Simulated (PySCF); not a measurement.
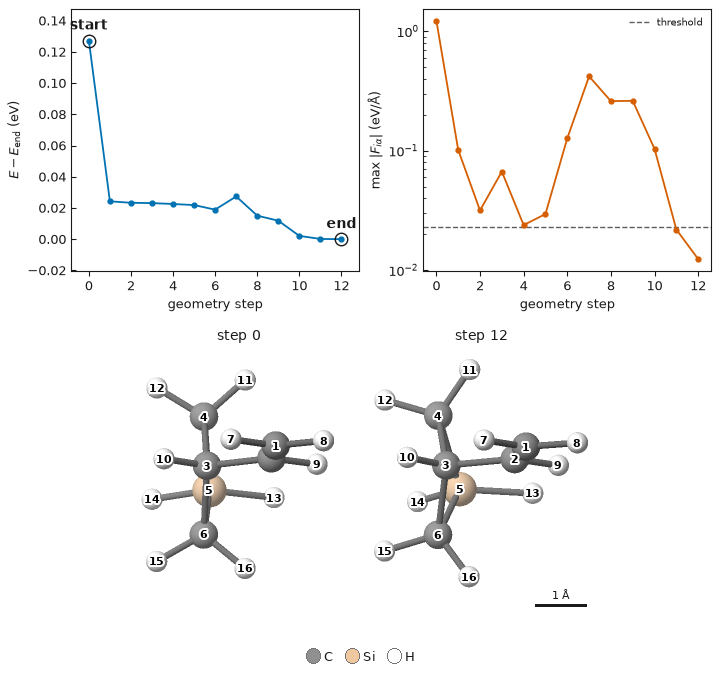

First and last geometry of a relaxation of C5H10Si, with the history of the run. A ball-and-stick model, seen from a free direction.

The start comes from GFN2-xTB.

Level of theory: PBE0-D3(BJ)/def2-SVP geometry optimisation, gas phase (PySCF). 

**What do the curves and the structures tell?**

It converged. The largest move after the best rigid fit is that of H13, 0.55 Å. By element the largest moves are H 0.55 Å, Si 0.20 Å, C 0.19 Å. Some distances before and after: Si5–H13 1.464 → 1.496 Å, C1–H7 1.078 → 1.095 Å, C2–H9 1.084 → 1.099 Å, C3–C4 1.552 → 1.566 Å. Among the angles between lasting bonds that change: Si5–C6–H16 117.3° → 122.1°, Si5–C6–H15 115.5° → 110.9°, Si5–C4–H12 115.4° → 111.1°. Over 12 geometry steps the energy falls by 0.127 eV. The largest force component goes from 1.2 to 0.012 eV/Å. The run took about 90 core-seconds on a shared host.

```tsv
step	E − E(0), eV	largest force component, eV/Å
0	0.0000	1.2281
1	-0.1030	0.1017
2	-0.1039	0.0316
3	-0.1041	0.0670
4	-0.1047	0.0239
5	-0.1054	0.0295
6	-0.1083	0.1272
7	-0.0999	0.4197
8	-0.1122	0.2603
9	-0.1154	0.2619
10	-0.1252	0.1037
11	-0.1271	0.0219
12	-0.1273	0.0124
```
